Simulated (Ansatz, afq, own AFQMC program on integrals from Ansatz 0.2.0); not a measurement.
# BCl3 (singlet): quantum Monte Carlo beside coupled cluster at distance B1–Cl4 = 1.737 Å, cc-pVDZ, part 2 of 2

Ansatz 0.2.0, Gaussian basis, and an in-house AFQMC program (afq) on its integrals; all values are calculated; cc-pVDZ, frozen cores.

## 9. B2PLYP (unrestricted)

in.yaml reads:

```yaml
crystal:
  periodic: [false, false, false]
  atoms:
    - {symbol: B, position_ang: [0.000000, 0.000000, 0.000000]}
    - {symbol: Cl, position_ang: [1.737304, 0.013098, -0.000100]}
    - {symbol: Cl, position_ang: [-0.879995, 1.497998, -0.002600]}
    - {symbol: Cl, position_ang: [-0.857309, -1.511096, 0.002700]}
basis:
  gaussian: {orbitals: cc-pVDZ}
magnetization: {spin_polarized: true, initial_magnetization: 0}
hamiltonian: {xc: {name: B2PLYP}}
correlation: {electrons: outside_noble_gas}
```

Command:

```bash
$ ansatz run in.yaml --threads 1 --pin off --events-out ev --progress --plain --max-ram 5632MiB --backend cpu
```

The program printed:

```text
Functional definition: B2PLYP
  name "B2PLYP"
  cite "Grimme, J. Chem. Phys. 124, 034108 (2006) doi:10.1063/1.2148954"
  cite "Becke, Phys. Rev. A 38, 3098 (1988) doi:10.1103/PhysRevA.38.3098"
  cite "Lee, Yang & Parr, Phys. Rev. B 37, 785 (1988) doi:10.1103/PhysRevB.37.785"
  parameter a = 0.53
  parameter c = 0.27
  exchange = (1 - a)*b88_x + a*exact_x
  correlation = (1 - c)*lyp_c + c*(mp2_os + mp2_ss)
715 factors; integrals over basis functions are off by at most 7.6e-4 eV
mean field evaluation 1: about -38230.1760 eV, gradient 9.3e0 eV
mean field evaluation 2: about -38230.4079 eV, gradient 9.6e0 eV
mean field evaluation 4: about -38230.9682 eV, gradient 1.2e0 eV
mean field evaluation 8: about -38230.9790 eV, gradient 2.2e-3 eV
mean field evaluation 16: about -38230.9790 eV, gradient 3.6e-6 eV
mean field -38230.97896126 eV, -1404.9625629379 hartree, gradient 3.6e-6 eV, S^2 0.000000; 0 other end points of the search recorded, 0 dependent functions left out
16 core orbitals not correlated: weight in the atoms' cores, before any rotation towards them, 1.000 or more for the frozen orbitals, at most 0.000 for the correlated occupied ones
reference -38230.97909327 eV, -1404.9625677892 hartree; 12, 12 occupied and 40, 40 virtual orbitals, 715 factors
second order -16.21422780 eV of doubles, -0.00000000 eV of singles
Total energy: -38235.35693477 eV, -1405.1234504971 hartree
```

Wall time 2.9 s (1 thread of AMD EPYC 7R13 (Zen 3), shared host); peak memory 1.7 GiB.

From the report: ⟨S²⟩ of the determinant 0.000 (pure singlet: 0.00).

## 10. Phaseless AFQMC, CISD trial on RHF

It reads the integrals that the CCSD(T) run on this determinant wrote.

Command:

```bash
$ afq ham --method phaseless --trial cisd --walkers 4000 --populations 20 --least-time 60 --time-step 0.005 --steps-per-block 50 --equilibration-blocks 28 --max-blocks 4000 --target-error 0.0003 --factor-cut 1e-05 --seed 7511 --release-times 0.21,0.42,0.63,0.9 --release-step 0.03 --release-every 5 --taylor-order 6
```

The program printed:

```text
orbitals 52  electrons 12 12  factors 409 of 715
reference energy -1403.32460998 Eh
CCSD correlation -0.51920813 Eh in 9 cycles, weight of the determinant in the CISD state 0.8182
energy of the start -1403.843816 Eh
 block  time / (1/Eh)  mean weight  energy / Eh
     1     0.250  0.9996  -1403.824960
     2     0.500  0.9996  -1403.832805
     3     0.750  0.9999  -1403.841423
     4     1.000  1.0000  -1403.847654
     5     1.250  1.0000  -1403.852768
     6     1.500  0.9999  -1403.853083
     7     1.750  1.0005  -1403.854476
     8     2.000  0.9997  -1403.855620
     9     2.250  0.9997  -1403.857417
    10     2.500  1.0002  -1403.856842
    11     2.750  0.9998  -1403.858533
    12     3.000  1.0000  -1403.857682
    13     3.250  1.0000  -1403.858727
    14     3.500  1.0000  -1403.857311
    15     3.750  1.0000  -1403.857708
    16     4.000  1.0000  -1403.857741
    17     4.250  1.0001  -1403.857523
    18     4.500  1.0004  -1403.858773
    19     4.750  1.0002  -1403.859844
    20     5.000  1.0001  -1403.860828
    21     5.250  1.0002  -1403.858196
    22     5.500  0.9999  -1403.857918
    23     5.750  1.0002  -1403.859276
    24     6.000  1.0000  -1403.859403
    25     6.250  1.0001  -1403.856706
    26     6.500  0.9997  -1403.858036
    27     6.750  1.0001  -1403.859554
    28     7.000  1.0002  -1403.858900
    29     7.250  1.0004  -1403.860787
    30     7.500  1.0000  -1403.858214
    31     7.750  1.0000  -1403.858723
    32     8.000  0.9998  -1403.859254
    33     8.250  0.9998  -1403.859256
    34     8.500  1.0000  -1403.858580
    35     8.750  1.0001  -1403.858385
    36     9.000  0.9998  -1403.858925
    37     9.250  0.9998  -1403.859648
    38     9.500  0.9996  -1403.859155
    39     9.750  1.0000  -1403.858559
    40    10.000  1.0004  -1403.859063
    41    10.250  1.0001  -1403.859654
    42    10.500  1.0000  -1403.858967
    43    10.750  1.0001  -1403.859295
    44    11.000  0.9999  -1403.857949
    45    11.250  1.0000  -1403.858446
    46    11.500  0.9997  -1403.858331
    47    11.750  1.0001  -1403.859222
    48    12.000  1.0002  -1403.858114
    49    12.250  0.9999  -1403.858963
    50    12.500  0.9999  -1403.857889
    51    12.750  1.0001  -1403.859061
    52    13.000  0.9997  -1403.858954
    53    13.250  1.0002  -1403.857324
    54    13.500  0.9998  -1403.859068
    55    13.750  1.0004  -1403.859744
    56    14.000  0.9999  -1403.859338
    57    14.250  1.0001  -1403.858669
    58    14.500  1.0002  -1403.859122
    59    14.750  1.0000  -1403.859648
    60    15.000  0.9996  -1403.860008
    61    15.250  0.9999  -1403.860682
    62    15.500  0.9994  -1403.859958
    63    15.750  1.0000  -1403.858736
    64    16.000  0.9999  -1403.859620
    65    16.250  0.9999  -1403.859304
    66    16.500  1.0002  -1403.860131
    67    16.750  0.9999  -1403.860906
    68    17.000  0.9997  -1403.858769
    69    17.250  0.9999  -1403.858933
    70    17.500  1.0002  -1403.859694
    71    17.750  1.0000  -1403.858954
    72    18.000  1.0001  -1403.857257
    73    18.250  1.0000  -1403.859301
    74    18.500  0.9999  -1403.860561
    75    18.750  0.9998  -1403.859406
    76    19.000  1.0002  -1403.861018
    77    19.250  0.9998  -1403.861233
    78    19.500  0.9999  -1403.859175
error from the spread of 20 populations
released: time / (1/Eh)  energy / Eh  error  mean overlap
  0.21  -1403.859277  0.000344  0.9943
  0.42  -1403.859234  0.000311  0.9985
  0.63  -1403.859349  0.000334  0.9986
  0.90  -1403.859471  0.000358  0.9954
energy -1403.859199 +/- 0.000227 Eh
```

Wall time 51 s (1 × NVIDIA H100 80GB HBM3 with 2 threads of AMD EPYC 7R13 (Zen 3), shared host); peak host memory 1.7 GiB.

Energy -38200.9549 ± 0.0062 eV. Caveats: constraint bias not in the error.

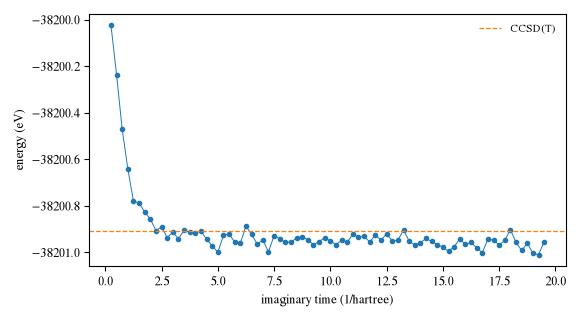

Block energies along the walk.

## 11. Phaseless AFQMC, single-determinant trial on RHF

It reads the integrals that the CCSD(T) run on this determinant wrote.

Command:

```bash
$ afq ham --method phaseless --trial hf --walkers 4000 --populations 20 --least-time 40 --time-step 0.005 --steps-per-block 20 --equilibration-blocks 112 --max-blocks 4000 --target-error 0.0014999999999999998 --factor-cut 1e-05 --seed 2874 --taylor-order 6
```

The program printed:

```text
orbitals 52  electrons 12 12  factors 409 of 715
reference energy -1403.32460998 Eh
CCSD correlation -0.51920813 Eh in 9 cycles, weight of the determinant in the CISD state 0.8182
energy of the start -1403.324610 Eh
 block  time / (1/Eh)  mean weight  energy / Eh
     1     0.100  1.0021  -1403.442601
     2     0.200  1.0033  -1403.532358
     3     0.300  1.0034  -1403.602473
     4     0.400  1.0037  -1403.655630
     5     0.500  1.0029  -1403.696577
     6     0.600  1.0026  -1403.727462
     7     0.700  1.0022  -1403.754948
     8     0.800  1.0019  -1403.772939
     9     0.900  1.0017  -1403.788577
    10     1.000  1.0009  -1403.803255
    13     1.300  0.9999  -1403.832324
    17     1.700  0.9999  -1403.843040
    21     2.100  0.9999  -1403.846779
    25     2.500  1.0000  -1403.861137
    29     2.900  0.9999  -1403.854114
    33     3.300  0.9998  -1403.856996
    37     3.700  1.0000  -1403.860389
    41     4.100  0.9998  -1403.860448
    45     4.500  0.9998  -1403.862749
    49     4.900  1.0006  -1403.862584
    53     5.300  0.9997  -1403.866326
    57     5.700  1.0000  -1403.861312
    61     6.100  1.0002  -1403.866959
    65     6.500  0.9994  -1403.866528
    69     6.900  0.9998  -1403.864713
    73     7.300  1.0000  -1403.865522
    77     7.700  1.0005  -1403.881658
    81     8.100  0.9999  -1403.868288
    85     8.500  0.9999  -1403.870834
    89     8.900  0.9995  -1403.858318
    93     9.300  0.9999  -1403.861330
    97     9.700  0.9998  -1403.856711
   101    10.100  0.9999  -1403.863622
   105    10.500  1.0001  -1403.875554
   109    10.900  0.9996  -1403.868605
   113    11.300  1.0001  -1403.860061
   117    11.700  1.0003  -1403.865360
   121    12.100  1.0003  -1403.860812
   125    12.500  1.0001  -1403.869489
   129    12.900  0.9999  -1403.860112
   133    13.300  0.9999  -1403.855577
   137    13.700  1.0003  -1403.863856
   141    14.100  0.9999  -1403.861289
   145    14.500  0.9998  -1403.856209
   149    14.900  0.9997  -1403.863754
   153    15.300  1.0001  -1403.862832
   157    15.700  1.0001  -1403.860810
   161    16.100  0.9999  -1403.852703
   165    16.500  0.9999  -1403.858745
   169    16.900  1.0005  -1403.854540
   173    17.300  0.9997  -1403.859215
   177    17.700  0.9999  -1403.858574
   181    18.100  0.9998  -1403.858213
   185    18.500  1.0002  -1403.862536
   189    18.900  1.0001  -1403.865692
error from the spread of 20 populations
energy -1403.859788 +/- 0.001458 Eh
```

It took 18 s on 1 × NVIDIA H100 80GB HBM3 with 2 threads of AMD EPYC 7R13 (Zen 3), shared host; peak host memory 1.7 GiB.

Energy -38200.9709 ± 0.0397 eV. Caveats: constraint bias not in the error.

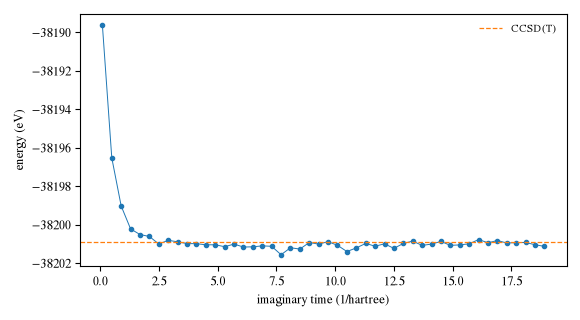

Block energies along the walk.

## 12. UHF

Changes to in.yaml since step 9:

```diff
@@ -10,3 +10,3 @@
 magnetization: {spin_polarized: true, initial_magnetization: 0}
-hamiltonian: {xc: {name: B2PLYP}}
-correlation: {electrons: outside_noble_gas}
+hamiltonian: {xc: hf}
+output: {orbitals: {seedname: orbitals}}
```

Command:

```bash
$ ansatz run in.yaml --threads 1 --pin off --events-out ev --progress --plain --max-ram 16896MiB --backend cuda --devices 0, --max-vram 18GiB
```

The program printed:

```text
Functional definition: HF
  name "HF"
  cite "Fock, Z. Phys. 61, 126 (1930) doi:10.1007/BF01340294"
  parent pbe
  exchange = exact_x
  correlation = 0
715 factors; integrals over basis functions are off by at most 7.6e-4 eV
mean field evaluation 1: about -38184.9721 eV, gradient 1.4e1 eV
mean field evaluation 2: about -38185.0470 eV, gradient 1.4e1 eV
mean field evaluation 4: about -38186.3835 eV, gradient 1.4e0 eV
mean field evaluation 8: about -38186.4080 eV, gradient 1.0e-3 eV
mean field -38186.40799063 eV, -1403.3246099788 hartree, gradient 1.6e-5 eV, S^2 0.000000; 0 other end points of the search recorded, 0 dependent functions left out
reference -38186.40799063 eV, -1403.3246099788 hartree; 28, 28 occupied and 40, 40 virtual orbitals, 715 factors
Total energy: -38186.40799063 eV, -1403.3246099788 hartree
```

Wall time 1.3 s (1 × NVIDIA H100 80GB HBM3 with 1 thread of AMD EPYC 7R13 (Zen 3), shared host); peak host memory 1.7 GiB.

From the report: ⟨S²⟩ of the determinant 0.000 (pure singlet: 0.00).

## 13. All levels side by side

On the RHF determinant, counted from CCSDT(Q) (a yardstick, not exact):

| level | energy (eV) | from CCSDT(Q) (meV) | statistical error (meV) | time |
| --- | --- | --- | --- | --- |
| HF | -38186.4080 | +14549.7 |  |  |
| MP2 | -38199.6166 | +1341.1 |  |  |
| CCSD | -38200.5364 | +421.3 |  |  |
| CCSD(T) | -38200.9083 | +49.4 |  |  |
| CCSDT(Q) | -38200.9577 | 0.0 |  |  |
| Phaseless AFQMC, CISD trial, step 0.005, 4000 walkers | -38200.9549 | +2.8 | 6.2 | 51 s |
| Phaseless AFQMC, single-determinant trial, step 0.005, 4000 walkers | -38200.9709 | -13.2 | 39.7 | 18 s |

The functionals' totals stand on their own zeros and serve differences with other points: PBE -38231.564 eV; r2SCAN -38245.194 eV; PBE0 -38234.844 eV; B3LYP -38249.127 eV; wB97M-V -38246.099 eV; B2PLYP -38235.357 eV.

## 14. What came out

The summary covers parts 1 to 2.

```
                                                      quantity             value
                                  CCSD(T) on RHF from CCSDT(Q)         +49.4 meV
              Phaseless AFQMC, CISD trial on RHF from CCSDT(Q)    +2.8 ± 6.2 meV
Phaseless AFQMC, single-determinant trial on RHF from CCSDT(Q)  -13.2 ± 39.7 meV
```

What this shows: On RHF the phaseless walk with the CISD trial lies +2.8 meV from CCSDT(Q), within three error bars. Error bars are statistical and leave out the constraint, the time step and what remains of the start.
